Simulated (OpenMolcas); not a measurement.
**C2H6BFO (SMILES COB(C)F), step by step**

Wanted: a series of 9 runs (UHF/def2-SVP, CASSCF(2,2)/def2-SVP, CASPT2(2,2)/def2-SVP, CASPT2[IPEA 0](2,2)/def2-SVP, SC-NEVPT2(2,2)/def2-SVP, PC-NEVPT2(2,2)/def2-SVP, MC-PDFT[tPBE](2,2)/def2-SVP, MC-PDFT[ftPBE](2,2)/def2-SVP, and more) of C2H6BFO. 

The results are computed with OpenMolcas 26.06.

## Step 1: Starting point

The species is C2H6BFO (11 atoms), meant as a singlet with charge 0. SMILES: `COB(C)F`. The O2–B3 distance was set to 2.427 Å, away from the relaxed value. At this shape a bond of the SMILES string is far longer than usual.

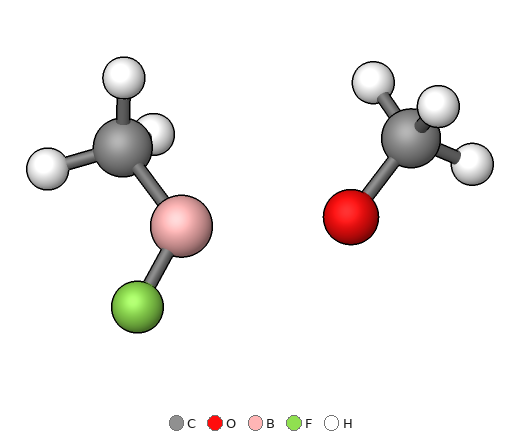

The structure, seen from a chosen angle (carbon grey, oxygen red, boron pink, fluorine green, hydrogen white).

## Step 2: The energy at UHF/def2-SVP (run 1)

The input, step1.inp:

```
&GATEWAY
BasLib=$CurrDir
Coord
11
bohr
C     -4.18027450     2.47024810     1.58243587
O     -2.05735617     3.44666959     0.30913841
B      1.54692981     0.91217080    -0.96168162
C      1.87687599    -1.99914127    -0.51135989
F      3.36220072     2.20190888    -2.14672888
H     -4.35809773     3.40755226     3.41244665
H     -5.87101246     2.87313771     0.47033205
H     -4.04723778     0.43161156     1.88403616
H      1.79070448    -2.46987204     1.50044254
H      3.68005266    -2.66980507    -1.24740821
H      0.37095324    -3.07987564    -1.42863295
Basis=def2-SVP
Group=NoSym
&SEWARD
&SCF
UHF
Scramble=0.25
PrOrbitals=1 1
```

The basis set def2-SVP is read from a file made from the Basis Set Exchange's data (not shown).

Run with:

```bash
export MOLCAS_MEM=1860
pymolcas step1.inp > step1.log
```

The log of the run:

```text
--- Start Module: gateway ---
[...]
--- Stop Module: gateway /rc=_RC_ALL_IS_WELL_ ---
--- Start Module: seward ---
[...]
      Basis functions          100
--- Stop Module: seward /rc=_RC_ALL_IS_WELL_ ---
[...]
--- Start Module: scf ---
[...]
       Convergence after  31 Iterations
[...]
::    Total SCF energy                               -277.9406228252
[...]
      Total spin, S                                     0.5279769928
[...]
      Total electronic charge=   40.000000
      Total            charge=   -0.000000
[...]
      Dipole Moment (debye):
      Origin of the operator (angstrom)=    0.0825    0.7733   -0.2014
                   X= -1.4445E+00               Y= -2.2459E+00               Z=  1.1859E+00           Total=  2.9218E+00
      Quadrupole Moment (debye*angstrom):
[...]
--- Stop Module: scf /rc=_RC_ALL_IS_WELL_ ---
[...]
```

It took 28 s on 1 thread of AMD EPYC 7R43 (Zen 3), shared host; peak memory 0.56 GiB.

## Step 3: The energy at CASSCF(2,2)/def2-SVP (run 2)

The input, step2.inp:

```
* C2H6BFO CASSCF
>>> EXPORT MOLCAS_PRINT=2

&gateway
 baslib=$CurrDir
 coord
 11
 bohr
 C     -4.18027450     2.47024810     1.58243587
 O     -2.05735617     3.44666959     0.30913841
 B      1.54692981     0.91217080    -0.96168162
 C      1.87687599    -1.99914127    -0.51135989
 F      3.36220072     2.20190888    -2.14672888
 H     -4.35809773     3.40755226     3.41244665
 H     -5.87101246     2.87313771     0.47033205
 H     -4.04723778     0.43161156     1.88403616
 H      1.79070448    -2.46987204     1.50044254
 H      3.68005266    -2.66980507    -1.24740821
 H      0.37095324    -3.07987564    -1.42863295
 basis=def2-SVP
 group=NoSym

&seward

&rasscf
 fileorb=$CurrDir/step1.UnaOrb
 spin=1
 nactel=2 0 0
 inactive=19
 ras2=2
 orblisting=Nothing
 orbappear=Compact
```

The basis set def2-SVP is read from a file made from the Basis Set Exchange's data (not shown).

Run with:

```bash
export MOLCAS_MEM=1860
pymolcas step2.inp > step2.log
```

The log of the run:

```text
--- Start Module: gateway ---
[...]
--- Stop Module: gateway /rc=_RC_ALL_IS_WELL_ ---
--- Start Module: seward ---
[...]
      Basis functions          100
--- Stop Module: seward /rc=_RC_ALL_IS_WELL_ ---
[...]
--- Start Module: rasscf ---
[...]
      Number of active orbitals                  2
[...]
      Spin quantum number                      0.0
[...]
      Active orbitals                            2
[...]
      Number of CSFs                             3
[...]
      Number of root(s) required                 1
[...]
      Convergence after 15 iterations
[...]
      printout of CI-coefficients larger than  0.05 for root  1
      energy=    -277.962177
      conf/sym  11     Coeff  Weight
             1  20  -0.93360 0.87160
             3  02   0.35833 0.12840
      Natural orbitals and occupation numbers for root  1
      sym 1:   1.743202   0.256798
      ************************************************************************************************************************
      *                                                    Final results                                                     *
[...]
::    RASSCF root number  1 Total energy:   -277.96217740
[...]
      Total electronic charge=   40.000000
      Total            charge=   -0.000000
[...]
      Dipole Moment (debye):
      Origin of the operator (angstrom)=    0.0825    0.7733   -0.2014
                   X= -5.3146E-01               Y= -2.8246E+00               Z=  8.5265E-01           Total=  2.9979E+00
      Quadrupole Moment (debye*angstrom):
[...]
--- Stop Module: rasscf /rc=_RC_ALL_IS_WELL_ ---
[...]
```

Wall time 22 s (1 thread of AMD EPYC 7R43 (Zen 3), shared host); peak memory 0.55 GiB.

Runs 3 to 6 aren't shown in full; the table further down has their settings and results.

## Step 4: The energy at MC-PDFT[tPBE](2,2)/def2-SVP (run 7)

The input, step7.input:

```
* C2H6BFO MC-PDFT

&GATEWAY
  BASLIB=$CurrDir
  COORD
  11
  bohr
  C     -4.18027450     2.47024810     1.58243587
  O     -2.05735617     3.44666959     0.30913841
  B      1.54692981     0.91217080    -0.96168162
  C      1.87687599    -1.99914127    -0.51135989
  F      3.36220072     2.20190888    -2.14672888
  H     -4.35809773     3.40755226     3.41244665
  H     -5.87101246     2.87313771     0.47033205
  H     -4.04723778     0.43161156     1.88403616
  H      1.79070448    -2.46987204     1.50044254
  H      3.68005266    -2.66980507    -1.24740821
  H      0.37095324    -3.07987564    -1.42863295
  BASIS=def2-SVP
  GROUP=NoSym

&SEWARD

&RASSCF
  FILEORB=$CurrDir/step2.RasOrb
  SPIN=1
  NACTEL=2 0 0
  INACTIVE=19
  RAS2=2
  ORBLISTING=Nothing
  ORBAPPEAR=Compact

&MCPDFT
  KSDFT=T:PBE
```

The basis set def2-SVP is read from a file made from the Basis Set Exchange's data (not shown).

Run with:

```bash
export MOLCAS_MEM=1860
pymolcas step7.input > step7.log
```

The log of the run:

```text
--- Start Module: gateway ---
[...]
--- Stop Module: gateway /rc=_RC_ALL_IS_WELL_ ---
[...]
      Basis functions          100
[...]
--- Start Module: rasscf ---
[...]
      Number of active orbitals                  2
[...]
      Spin quantum number                      0.0
[...]
      Active orbitals                            2
[...]
      Number of CSFs                             3
[...]
      Number of root(s) required                 1
[...]
      Convergence after  4 iterations
[...]
      printout of CI-coefficients larger than  0.05 for root  1
      energy=    -277.962177
      conf/sym  11     Coeff  Weight
             1  20  -0.93360 0.87161
             3  02   0.35832 0.12839
      Natural orbitals and occupation numbers for root  1
      sym 1:   1.743212   0.256788
      ************************************************************************************************************************
      *                                                    Final results                                                     *
[...]
::    RASSCF root number  1 Total energy:   -277.96217740
[...]
      Total electronic charge=   40.000000
      Total            charge=   -0.000000
[...]
      Dipole Moment (debye):
      Origin of the operator (angstrom)=    0.0825    0.7733   -0.2014
                   X= -5.3125E-01               Y= -2.8246E+00               Z=  8.5263E-01           Total=  2.9979E+00
      Quadrupole Moment (debye*angstrom):
[...]
--- Stop Module: rasscf /rc=_RC_ALL_IS_WELL_ ---
[...]
--- Start Module: mcpdft ---
[...]
::    MCPDFT root number  1 Total energy:   -279.08594924
--- Stop Module: mcpdft /rc=_RC_ALL_IS_WELL_ ---
[...]
```

Wall time 15 s (1 thread of AMD EPYC 7R43 (Zen 3), shared host); peak memory 0.56 GiB.

Run 8 isn't shown in full; the table further down has it.

## Step 5: The energy at MRCI(2,2)/def2-SVP (run 9)

The input, step9.input:

```
>>> EXPORT MOLCAS_PRINT=2

&GATEWAY
  BasLib=$CurrDir
  Coord
  11
  bohr
  C     -4.18027450     2.47024810     1.58243587
  O     -2.05735617     3.44666959     0.30913841
  B      1.54692981     0.91217080    -0.96168162
  C      1.87687599    -1.99914127    -0.51135989
  F      3.36220072     2.20190888    -2.14672888
  H     -4.35809773     3.40755226     3.41244665
  H     -5.87101246     2.87313771     0.47033205
  H     -4.04723778     0.43161156     1.88403616
  H      1.79070448    -2.46987204     1.50044254
  H      3.68005266    -2.66980507    -1.24740821
  H      0.37095324    -3.07987564    -1.42863295
  Basis=def2-SVP
  Group=NoSym

&SEWARD

&RASSCF
  FileOrb=$CurrDir/step2.RasOrb
  Spin=1
  Nactel=2 0 0
  Inactive=19
  Ras2=2
  OrbListing=Nothing
  OrbAppear=Compact

&MOTRA
  LumOrb
  Frozen=5

&GUGA
  Electrons=30
  Spin=1
  Inactive=14
  Active=2
  CIAll=1

&MRCI
  SDCI
```

The basis set def2-SVP is read from a file made from the Basis Set Exchange's data (not shown).

Run with:

```bash
export MOLCAS_MEM=1860
pymolcas step9.input > step9.log
```

The log of the run:

```text
--- Start Module: gateway ---
[...]
--- Stop Module: gateway /rc=_RC_ALL_IS_WELL_ ---
[...]
      Basis functions          100
[...]
      Number of active orbitals                  2
[...]
      Spin quantum number                      0.0
[...]
      Active orbitals                            2
[...]
      Number of CSFs                             3
[...]
      Number of root(s) required                 1
[...]
      Convergence after  4 iterations
[...]
      printout of CI-coefficients larger than  0.05 for root  1
      energy=    -277.962177
      conf/sym  11     Coeff  Weight
             1  20  -0.93360 0.87161
             3  02   0.35832 0.12839
      Natural orbitals and occupation numbers for root  1
      sym 1:   1.743212   0.256788
      ************************************************************************************************************************
      *                                                    Final results                                                     *
[...]
::    RASSCF root number  1 Total energy:   -277.96217740
[...]
      Dipole Moment (debye):
      Origin of the operator (angstrom)=    0.0825    0.7733   -0.2014
                   X= -5.3125E-01               Y= -2.8246E+00               Z=  8.5263E-01           Total=  2.9979E+00
      Quadrupole Moment (debye*angstrom):
[...]
--- Start Module: guga ---
[...]
--- Stop Module: guga /rc=_RC_ALL_IS_WELL_ ---
[...]
       (But an ACPF correction will be computed)
       USE THE DEFAULT ACPF G-VALUE GFAC=   6.6666666666666666E-002
[...]
                      CI ENERGY:  -278.59975121
[...]
                ACPF CORRECTION:    -0.09709792
[...]
      Total electronic charge=   40.000000
      Total            charge=    0.000000
[...]
     ACPF CORRECTION:     -0.09709792
[...]
  CI State   1     Total energy:   -278.59975121     QDav:     -0.10517761     QACPF:     -0.09709792
[...]
```

Wall time 2.5 min (1 thread of AMD EPYC 7R43 (Zen 3), shared host); peak memory 0.56 GiB.

## Step 6: All runs side by side

```tsv
run	level	scramble	active rule	energy (Eh)	dipole moment (D) of the reference	wall time
1	UHF/def2-SVP	0.25	–	-277.940623	2.92	28 s
2	CASSCF(2,2)/def2-SVP	–	uhf natural orbitals	-277.962177	3.00	22 s
3	CASPT2(2,2)/def2-SVP	–	uhf natural orbitals	-278.663545	3.00	16 s
4	CASPT2[IPEA 0](2,2)/def2-SVP	–	uhf natural orbitals	-278.666680	3.00	15 s
5	SC-NEVPT2(2,2)/def2-SVP	–	uhf natural orbitals	-278.660848	3.00	14 s
6	PC-NEVPT2(2,2)/def2-SVP	–	uhf natural orbitals	-278.661065	3.00	14 s
7	MC-PDFT[tPBE](2,2)/def2-SVP	–	uhf natural orbitals	-279.085949	3.00	15 s
8	MC-PDFT[ftPBE](2,2)/def2-SVP	–	uhf natural orbitals	-279.193648	3.00	15 s
9	MRCI(2,2)/def2-SVP	–	uhf natural orbitals	-278.599751	3.00	2.5 min
```

## Step 7: What came out

| quantity | value |
| --- | --- |
| run 9, MRCI(2,2)/def2-SVP: total energy | -278.59975 Eh |
| run 9, MRCI(2,2)/def2-SVP: dipole moment (CASSCF density) | 3.00 D |

Below the UHF energy at the same shape and in the same basis (def2-SVP): CASSCF(2,2) -21.6 mEh; CASPT2(2,2) -722.9 mEh; CASPT2[IPEA 0](2,2) -726.1 mEh; SC-NEVPT2(2,2) -720.2 mEh; PC-NEVPT2(2,2) -720.4 mEh; MRCI(2,2) -659.1 mEh. Active-space methods hold only the correlation inside their space unless a perturbation or CI step follows. Spin contamination of the reference: run 1 ⟨S²⟩ = 0.81. Where it is this large, the reference is a mixture of spin states, and values that rest on it are in doubt. All runs together took 4.8 min, the longest 2.5 min.
